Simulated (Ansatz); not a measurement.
**singlet [SnH3O2]−: levels of theory compared**

We compute a comparison of 6 runs (HF/STO-3G, HF/def2-SVPD, B3LYP/def2-SVPD, BHLYP/def2-SVPD, revPBE/def2-SVPD, CCSD(T)/def2-SVPD) of singlet [SnH3O2]−. 

Program for the calculation: Ansatz 0.2.0.

43 further runs of the same task are left out: 43 set aside as unsound or not needed.

### Step 1. The system as given

[SnH3O2]− has 6 atoms, charge -1, and is taken as a singlet. SMILES of the parent species: `[OH][SnH][OH]`. The shape is that of a PBE0-D4/def2-TZVP optimisation. This is one conformer, not always the lowest. That shape belongs to the parent species and isn't relaxed for this state.

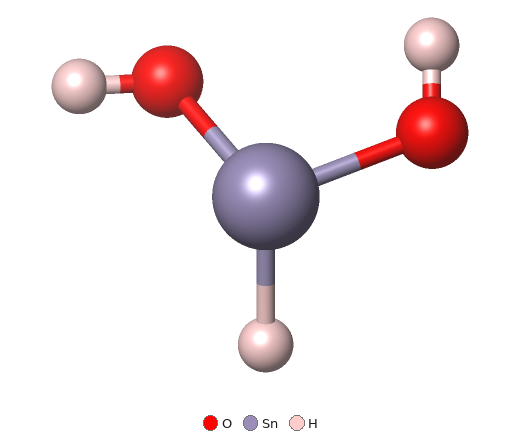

Viewed from a chosen angle; oxygen red, tin purple, hydrogen pink.

### Step 2. A single-point energy at HF/STO-3G (run 1)

in.yaml reads:

```yaml
crystal:
  periodic: [false, false, false]
  atoms:
    - {symbol: O, position_ang: [-1.248300, -0.684700, -0.233400]}
    - {symbol: Sn, position_ang: [0.417000, 0.302500, -0.639600]}
    - {symbol: O, position_ang: [1.413900, -0.038300, 1.016700]}
    - {symbol: H, position_ang: [-1.852000, -0.783400, -0.973600]}
    - {symbol: H, position_ang: [0.128600, 2.026100, -0.624300]}
    - {symbol: H, position_ang: [1.182700, -0.886000, 1.408100]}
basis:
  gaussian: {orbitals: STO-3G}
total_charge: -1
hamiltonian: {xc: hf}
accuracy: high
output: {orbitals: {seedname: orbitals}}
```

Started as:

```console
ansatz run in.yaml --threads 1 --pin off --max-ram 3480MiB --events-out events.jsonl --progress --plain --runs-dir runs
```

Output:

```text
Warning: RAYON_NUM_THREADS=1 ignored (pool sized by the plan → 1); use --threads N
Functional definition: HF
  name "HF"
  exchange = exact_x
  correlation = 0
770 factors; integrals over basis functions are off by at most 4.8e-9 eV
mean field evaluation 1: about -166329.1067 eV, gradient 1.7e1 eV
mean field evaluation 2: about -166329.2448 eV, gradient 1.7e1 eV
mean field evaluation 4: about -166330.5138 eV, gradient 1.0e0 eV
mean field evaluation 8: about -166330.5192 eV, gradient 1.1e-5 eV
mean field -166330.51920306 eV, -6112.5338378373 hartree, gradient 4.5e-8 eV, S^2 0.000000; 0 other end points of the search recorded, 0 dependent functions left out
reference -166330.51920306 eV, -6112.5338378373 hartree; 35, 35 occupied and 5, 5 virtual orbitals, 770 factors
Total energy: -166330.51920306 eV, -6112.5338378373 hartree
```

Wall time 0.7 s (1 thread of Arm Neoverse V1, shared host); peak memory 0.097 GiB.

### Step 3. A single-point energy at HF/def2-SVPD (core potential) (run 2)

job.yaml reads:

```yaml
crystal:
  periodic: [false, false, false]
  atoms:
    - symbol: O
      position_ang: [-1.248300, -0.684700, -0.233400]
    - symbol: Sn
      position_ang: [0.417000, 0.302500, -0.639600]
    - symbol: O
      position_ang: [1.413900, -0.038300, 1.016700]
    - symbol: H
      position_ang: [-1.852000, -0.783400, -0.973600]
    - symbol: H
      position_ang: [0.128600, 2.026100, -0.624300]
    - symbol: H
      position_ang: [1.182700, -0.886000, 1.408100]
basis:
  gaussian:
    orbitals: def2-SVPD
total_charge: -1
hamiltonian:
  xc: hf
accuracy: high
output: {orbitals: {seedname: orbitals}}
```

Started as:

```console
ansatz run job.yaml --threads 1 --pin off --max-ram 3480MiB --events-out events.jsonl --progress --plain --runs-dir runs
```

Output:

```text
Warning: RAYON_NUM_THREADS=1 ignored (pool sized by the plan → 1); use --threads N
[... 4 set-up lines as earlier in the session ...]
2188 factors; integrals over basis functions are off by at most 3.0e-9 eV
mean field evaluation 1: about -9923.4540 eV, gradient 2.3e1 eV
mean field evaluation 2: about -9923.5577 eV, gradient 2.4e1 eV
mean field evaluation 4: about -9924.8809 eV, gradient 3.3e0 eV
mean field evaluation 8: about -9924.9215 eV, gradient 2.0e-1 eV
mean field evaluation 16: about -9924.9223 eV, gradient 2.5e-8 eV
mean field -9924.92232380 eV, -364.7341680459 hartree, gradient 3.0e-8 eV, S^2 0.000000; 0 other end points of the search recorded, 0 dependent functions left out
reference -9924.92232380 eV, -364.7341680459 hartree; 21, 21 occupied and 81, 81 virtual orbitals, 2188 factors
Total energy: -9924.92232380 eV, -364.7341680459 hartree
```

Wall time 4.2 s (1 thread of Arm Neoverse V1, shared host); peak memory 0.3 GiB.

Runs 3 to 5 aren't shown in full; the table further down has their settings and results.

### Step 4. The energy at CCSD(T)/def2-SVPD (core potential) (run 6)

Edit in.yaml of step 2 so:

```diff
@@ -10,6 +10,10 @@
 basis:
-  gaussian: {orbitals: STO-3G}
+  gaussian:
+    orbitals: def2-SVPD
 total_charge: -1
-hamiltonian: {xc: hf}
+correlation:
+  method: ccsd_t
+  frozen_orbitals: {H: 0, O: 1, Sn: 4}
 accuracy: high
-output: {orbitals: {seedname: orbitals}}
+scf:
+  omitted_lower_state_checks: [cluster_reference, increment]
```

Started as:

```console
ansatz run in.yaml --threads 1 --pin off --max-ram 3480MiB --events-out events.jsonl --progress --plain --runs-dir runs
```

Output, cut to the lines that bear on the results:

```text
Warning: RAYON_NUM_THREADS=1 ignored (pool sized by the plan → 1); use --threads N
[... 2 set-up lines as earlier in the session ...]
[...]
2188 factors; integrals over basis functions are off by at most 3.0e-9 eV
[...]
mean field -9924.92232380 eV, -364.7341680459 hartree, gradient 3.0e-8 eV, S^2 0.000000; 0 other end points of the search recorded, 0 dependent functions left out
6 core orbitals not correlated: weight in the atoms' cores, before any rotation towards them, 1.000 or more for the frozen orbitals, at most 0.000 for the correlated occupied ones
reference -9924.92232380 eV, -364.7341680459 hartree; 15, 15 occupied and 81, 81 virtual orbitals, 2188 factors
second order -14.66612833 eV of doubles, -0.00000000 eV of singles
cycle   1  -14.62094331 eV  change    4.5e-2 eV  update   1.2e-1
[...]
cycle  25  -15.16993313 eV  change  -8.9e-10 eV  update   1.9e-9
perturbative correction -0.47237360 eV, -0.0173594098 hartree
Total energy: -9940.56463054 eV, -365.3090122155 hartree
Checks for a lower state left out: cluster_reference, increment
```

Run time: 53 s. Hardware: 1 thread of Arm Neoverse V1, shared host; peak memory 0.81 GiB.

### Step 5. All runs side by side

| run | level | core potential | frozen core orbitals | energy (Eh) | HOMO energy (eV) | LUMO energy (eV) | HOMO–LUMO gap (eV) | wall time |
| --- | --- | --- | --- | --- | --- | --- | --- | --- |
| 1 | HF/STO-3G | none | – | -6112.533838 | 3.84 | 17.99 | 14.14 | 0.7 s |
| 2 | HF/def2-SVPD (core potential) | def2-SVPD | – | -364.734168 | -1.58 | 5.79 | 7.37 | 4.2 s |
| 3 | B3LYP/def2-SVPD (core potential) | def2-SVPD | – | -366.575332 | 0.43 | 3.92 | 3.49 | 10 s |
| 4 | BHLYP/def2-SVPD (core potential) | def2-SVPD | – | -366.344073 | -0.47 | 4.61 | 5.08 | 11 s |
| 5 | revPBE/def2-SVPD (core potential) | def2-SVPD | – | -366.493473 | 1.23 | 3.60 | 2.37 | 7.8 s |
| 6 | CCSD(T)/def2-SVPD (core potential) | def2-SVPD | 6 | -365.309012 | – | – | – | 53 s |

### Step 6. Results

```
                                          quantity          value
                               run 6: total energy  -365.30901 Eh
run 6: correlation energy (6 core orbitals frozen)     -574.8 mEh
                             run 6: (T) correction     -17.36 mEh
                              run 6: T1 diagnostic          0.016
```

Over runs 1, 2, 3, 4, 5 the HOMO–LUMO gap runs from 2.37 eV (revPBE/def2-SVPD) to 14.14 eV (HF/STO-3G). The two ends differ in method and basis and core potential. The empty levels of an anion lie above zero and hang on the basis. Totals of different functionals can't be ranked against each other. Some runs of one species differ in core potentials or relativity; totals across that change don't compare. In runs 1, 3, 5 the HOMO lies above zero, so the outermost electron may be held by the basis alone. In run 1 the basis is minimal, so the values are rough. In run 1 relativity is left out where basis or elements ask for it. All runs together took 86 s, the longest 53 s.
